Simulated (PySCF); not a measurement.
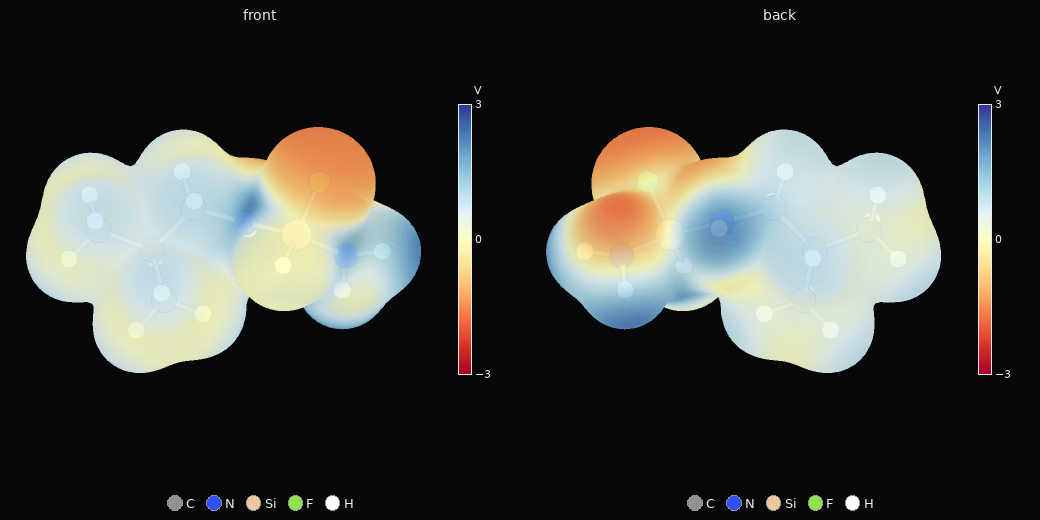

*C₄H₁₃FN₂Si. The molecular electrostatic potential painted on the density surface at 0.004 e/bohr³, seen from the front and from behind; red is negative and blue positive.*

Geometry: GFN2-xTB.

These are results of PBE0/pcSseg-1, SCF density, gas phase, non-relativistic in PySCF, not measurements.

```xyz
21

C    -1.3152   -0.8514    0.8338
C    -1.3476   -0.1778   -0.5341
C    -2.7025    0.4796   -0.7801
C    -0.2255    0.8657   -0.6529
N     1.0911    0.2913   -0.5622
Si    2.2251    0.5402    0.6814
N     3.5356   -0.5133    0.3330
F     2.8772    2.0169    0.6116
H    -1.4994   -0.1192    1.6168
H    -0.3424   -1.3043    1.0084
H    -2.0777   -1.6245    0.8983
H    -1.1818   -0.9416   -1.3037
H    -2.7361    0.9354   -1.7669
H    -2.8871    1.2531   -0.0380
H    -3.4998   -0.2569   -0.7149
H    -0.3320    1.3937   -1.6102
H    -0.3281    1.6010    0.1468
H     1.2804   -0.3804   -1.2880
H     1.6288    0.5263    2.0129
H     4.4315   -0.2687    0.7200
H     3.3967   -1.5073    0.3873
```

Question: Describe the electrostatic potential map.

Answer: The most negative region (about −1.6 V) lies over N7 and F8, the most positive (about +2.2 V) over H21.
